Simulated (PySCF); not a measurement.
## Electronic structure of F₃H₃SSiTi ((F)3Ti-S-SiH3) in real space

```xyz
9

Ti   -0.6993    1.3798    0.6233
F    -1.9527    2.5619    0.5517
F    -0.7063    0.5323    2.1310
F     0.8671    2.0893    0.4373
S    -1.0391   -0.0901   -1.0645
Si    0.6440   -1.4104   -0.7230
H     0.5810   -1.9659    0.6593
H     1.9239   -0.6693   -0.9080
H     0.5141   -2.4970   -1.7327
```

Geometry: PBE0-D3(BJ)/def2-SVP.

These are results of PySCF 2.14.0, PBE0/def2-SVPD, SCF density, gas phase, not measurements.

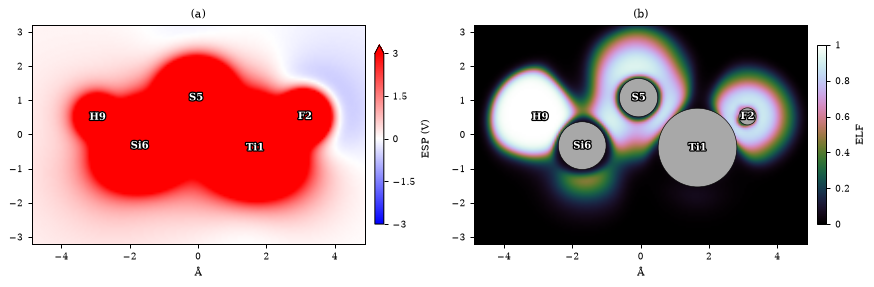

Figure 1. (a) electrostatic potential; (b) electron localisation function on the plane of atoms S5, Si6 and H9. Grey discs cover the atomic cores in the ELF map.

> Interpret the plot.

- The section cuts through Ti, F, S, Si and H sites.
- Ti–F (1.72 Å): the ELF peaks at about 0.85 in the valence shell of F, 0.5 Å from its nucleus, and drops to about 0.20 between the two atoms.
- Si–S (2.17 Å): the ELF peaks at about 0.90 between the atoms; a shared electron pair.
- Ti–S (2.26 Å): the ELF peaks at about 0.85 in the valence shell of S, 0.9 Å from its nucleus, and is about 0.55 at the midpoint.
- Si–H (1.49 Å): the ELF climbs to about 1 towards the hydrogen, as it does in any bond to H.
- Outside the dense part of the molecule the potential is most negative (−0.6 V) near F2.

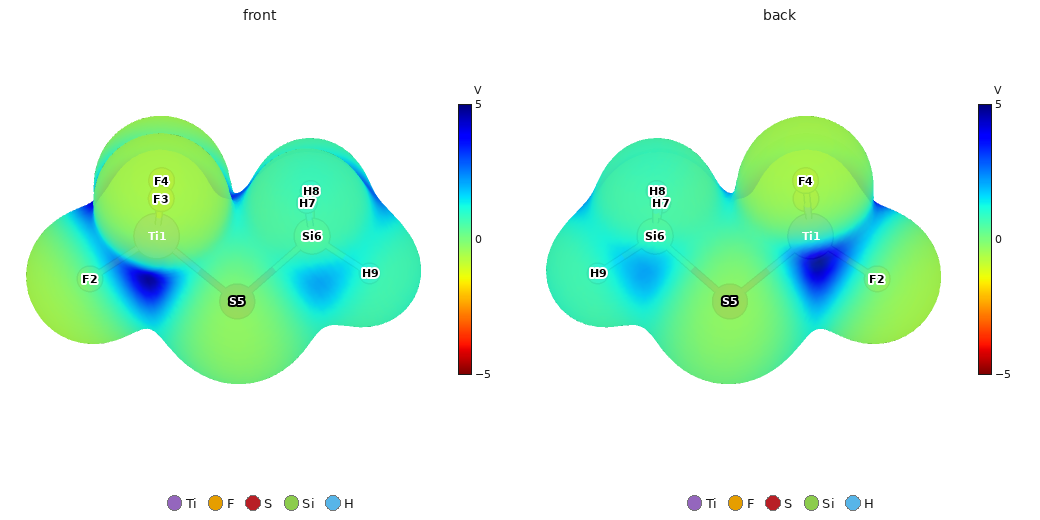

Figure 2. The electrostatic potential painted on the density surface at 0.004 e/bohr³, seen from the front and from behind; the colour scale runs from red (negative) to blue (positive).

> Describe the electrostatic potential map.

The most negative region (about −0.6 V) lies over F2, F3 and F4, the most positive (about +4.6 V) over Ti1.

> How polar is the molecule by this calculation?

Its dipole moment is 1.59 D.
